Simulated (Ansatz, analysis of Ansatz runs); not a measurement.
# Migration in CsLi2Cl3 (Immm): H transfer from Cl to Cl, charge +1, part 2 of 2

Wanted: path and barrier of a jump of H in CsLi2Cl3 (Immm) at charge +1. The case: H transfer from Cl to Cl, in a cell of 48 host atoms with 1 H put in.

Ansatz 0.2.0; plane-wave PAW DFT, PBEsol; relaxation of all atoms of a defect supercell at fixed charge in a uniform background.

So far. Step 2 (Relaxation of the start point, charge +1): Among the atoms that came to bonding distance: Cl22–H49 1.47 Å (from 2.48).

## Step 3: Relaxation of the end point, charge +1

The end point is relaxed in the same cell and settings, so that the two energies compare. Atoms more than 3.2 Å from the middle of the hop start where the first relaxation left them, the nearer ones on or close to their ideal places, with small random displacements.

qp1_c48k1s.end/input.yaml

```yaml
crystal:
  lattice:
    - [9.0021513, 0.0, 0.0]
    - [0.0, 10.24633985, 0.0]
    - [0.0, 0.0, 12.2489163]
  atoms:
    - { symbol: Cs, position: [-0.00181802, 0.00401713, 0.49920261] }
    - { symbol: Cs, position: [0.24995335, 0.24297819, 0.00968253] }
[... 1 atom line left out ...]
    - { symbol: Li, position: [0.2502587, 0.25874449, 0.30210589] }
[... 1 atom line left out ...]
    - { symbol: Li, position: [0.25, 0.25, 0.69283491] }
    - { symbol: Cl, position: [0.00314959, 0.2447699, 0.77440399] }
[... 4 atom lines left out ...]
    - { symbol: Cl, position: [0.25, 0.25, 0.5] }
    - { symbol: Cs, position: [0.0, 0.5, 0.5] }
[... 1 atom line left out ...]
    - { symbol: Li, position: [-0.01694156, 0.49203331, 0.80586499] }
[... 2 atom lines left out ...]
    - { symbol: Li, position: [0.24954776, 0.76161013, 0.68668687] }
[... 3 atom lines left out ...]
    - { symbol: Cl, position: [0.25, 0.5, 0.72793016] }
[... 8 atom lines left out ...]
    - { symbol: Cl, position: [0.49680053, 0.24514735, 0.77485958] }
[... 5 atom lines left out ...]
    - { symbol: Cs, position: [0.5, 0.5, 0.5] }
[... 1 atom line left out ...]
    - { symbol: Li, position: [0.5172745, 0.49234561, 0.80604326] }
[... 9 atom lines left out ...]
    - { symbol: H, position: [0.25, 0.414075, 0.650985] }
total_charge: 1
basis:
  ecutwfc: 420
  xc_grid: 2
hamiltonian:
  xc: pbesol
kpoints:
  mp_grid: { grid: [1, 1, 1], shift: [0.25, 0.25, 0.25] }
scf:
  occupations: { method: fixed }
  max_iter: 120
output:
  forces: true
relax:
  f_tol: 0.02
  max_steps: 70
  random_displacement: { amplitude: 0.01, seed: 1964 }
```

Started as:

```bash
$ ansatz run input.yaml --threads 32 --pin off --max-ram 84787MiB --backend cuda --events-out ev --progress --plain --runs-dir out --max-vram 78GiB
```

Numbers of over 12 decimals in the logs are rounded to 6 here.

The program printed:

```text
[...]
Crystal: 49 atoms, lattice volume = 1129.829 Å³
Basis set: ecut = 420 eV, 22129 PW (Γ), exchange–correlation on 128×144×180 points (8 copies of the dense FFT grid, shifted against one another)
Bands: 193, of which v1, the nominal top of the filled ones, is band 144 counted from 1 (143 counted from 0)
Symmetry: 1 space group operations
k-points: 1
[...]
SCF iter   1: F=—  HF=-73502.120030 eV  |F-HF|=—  |Δ(HF+E_count)|=         —  Δρ=2.93e-3  dr2=1.98e-1  ethr=1.77e-3  ⟨swp⟩=6.0  Hψ=630  notcnv=0  defer=47
[...]
SCF iter   3: F=—  HF=-73502.038516 eV  |F-HF|=—  |Δ(HF+E_count)|=   1.99e-2  Δρ=3.32e-4  dr2=2.57e-3  ethr=1.74e-5  ⟨swp⟩=4.0  Hψ=301  notcnv=0  defer=38
[...]
SCF 1 converged in 6 iterations: F = -73502.039373 eV  dr2 = 8.46e-7
[...]
[... 7 atoms left out ...]
  atom  49  H      0.00133269    -0.01560618    -0.01698807
  max |Σ_I F_I| component: 5.73e-5 eV/Å
--- Relaxed structure (8 steps of the walk, 7 accepted, 0 SCFs on fresh bases) ---
  F+E_penalty+E_count = -73503.01351431 eV   max|allowed force component| = 1.699e-2 eV/Å
  atoms:
    - { symbol: Cs, position: [-0.001840, 0.004814, 0.500845] }
    - { symbol: Cs, position: [0.249889, 0.244240, 0.010133] }
    [... 3 atoms left out ...]
    - { symbol: Li, position: [0.250191, 0.209844, 0.714569] }
    - { symbol: Cl, position: [0.003078, 0.245439, 0.775531] }
    [... 4 atoms left out ...]
    - { symbol: Cl, position: [0.251560, 0.269701, 0.521080] }
    - { symbol: Cs, position: [-0.014301, 0.512658, 0.482814] }
    [... 1 atom left out ...]
    - { symbol: Li, position: [-0.016761, 0.492746, 0.807372] }
    [... 6 atoms left out ...]
    - { symbol: Cl, position: [0.249466, 0.488297, 0.701532] }
    [... 8 atoms left out ...]
    - { symbol: Cl, position: [0.497029, 0.245810, 0.775969] }
    [... 5 atoms left out ...]
    - { symbol: Cs, position: [0.514462, 0.515127, 0.483378] }
    [... 1 atom left out ...]
    - { symbol: Li, position: [0.517173, 0.493065, 0.807486] }
    [... 9 atoms left out ...]
    - { symbol: H, position: [0.250415, 0.391744, 0.613111] }
```

Elapsed: 4.2 s, on 1 × NVIDIA GB200 with 32 threads of Arm Neoverse V2, shared host; peak memory 1.3 GiB; 17 s of CPU time.

Relaxation path:

| step | energy less that of the first step (eV) | largest force component (eV/Å) |
| --- | --- | --- |
| 1 | 0.0000 | 1.5373 |
| 2 | -0.6346 | 0.8912 |
| 3 | -0.8996 | 0.4784 |
| 4 | -0.9641 | 0.2014 |
| 5 | -0.7856 | 0.9398 |
| 6 | -0.9703 | 0.1240 |
| 7 | -0.9738 | 0.0396 |
| 8 | -0.9741 | 0.0170 |

Relaxation step 5 was tried and not accepted.

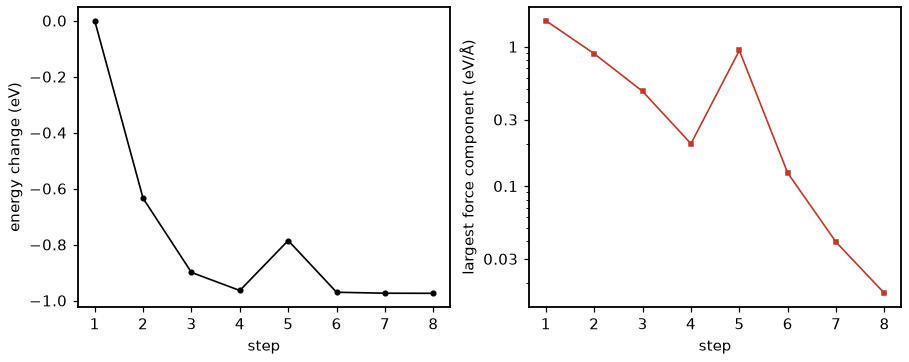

Energy and largest force along the relaxation.

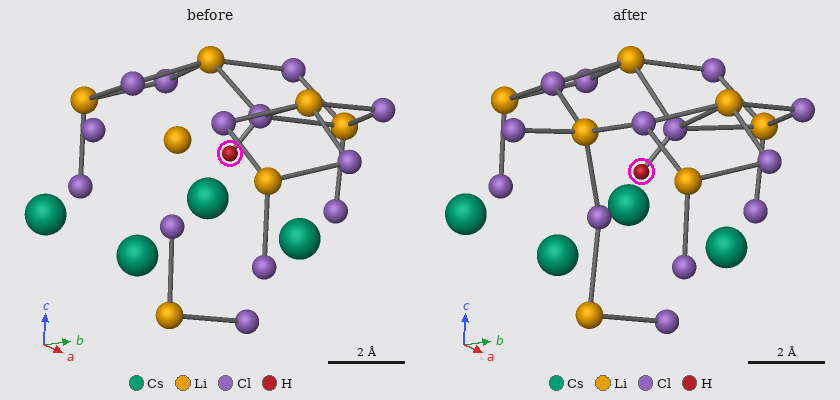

Before and after: the atoms that start within 5 Å of the centre. H49, which moves most, is ringed if it is among them.

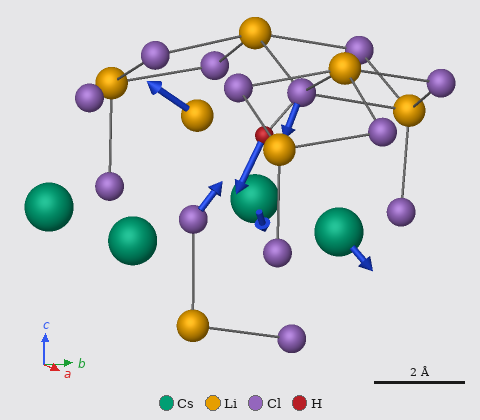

Displacements in the relaxation from the typed sites near the centre, exaggerated; the longest in the cell stands for 0.52 Å.

The atoms that moved most (Å, from the sites as typed, ahead of the random displacement):

| atom | dx | dy | dz | length |
| --- | --- | --- | --- | --- |
| H49 | 0.003 | -0.229 | -0.464 | 0.517 |
| Li6 | 0.001 | -0.412 | 0.266 | 0.491 |
| Cl22 | -0.006 | -0.120 | -0.323 | 0.345 |
| Cl12 | 0.013 | 0.201 | 0.258 | 0.328 |
| Cs37 | 0.129 | 0.155 | -0.203 | 0.286 |
| Cs13 | -0.130 | 0.129 | -0.210 | 0.279 |
| Cl46 | 0.000 | 0.009 | 0.023 | 0.025 |
| Li28 | 0.000 | 0.016 | 0.016 | 0.023 |

Neighbours of H49 at the end:

| atom | distance (Å) |
| --- | --- |
| Cl22 | 1.467 |
| Cl12 | 1.684 |
| Li6 | 2.240 |
| Cs13 | 3.124 |
| Cs37 | 3.126 |
| Cl31 | 3.338 |
| Cl7 | 3.341 |
| Li39 | 3.537 |
| Li15 | 3.538 |

Among the atoms that came to bonding distance: Cl12–H49 1.68 Å (from 2.50).

Read from the output:

```
free energy                                                                                       : -73503.0135 eV
r.m.s. move of the farther half of the atoms                                                      : 0.07335 Å
largest move from the ideal geometry of this structure, a common shift of the far atoms taken out : 0.5408 Å
```

The relaxation gained 0.974 eV and ended with a largest force component of 0.017 eV/Å. The end lies within 1 meV of the start.

## Step 4: No path, charge +1

Analysis of the runs above: comparison of two relaxed ends, PBEsol.

It gives:

```yaml
outcome: both ends relax to one structure
largest_difference: 0.01221 Å
energy_difference: -3.07e-4 eV
```

## Step 5: Outcome

| Item | Value |
| --- | --- |
| outcome | both ends relax to one structure |

In words: Start and end relaxed into one structure, so no band was run. The largest move in the relaxations was 0.7 Å. This doesn't show that a second stable place is lacking: the end was set up from the relaxed start, and an atom can slide across on the way. Keep in mind: one k-point off the zone centre stands for the whole zone; spin–orbit coupling, which can matter with heavy atoms, is left out.

[Logs are printed without paths, hosts, clocks, repeated set-up lines and the standing remarks that a program may print on its own settings, such as how far it seeks lower states.]

[Hosts, paths, dates, database ids (printed as entryN), source tags and the programs' standing remarks are cut or masked in the printed files.]
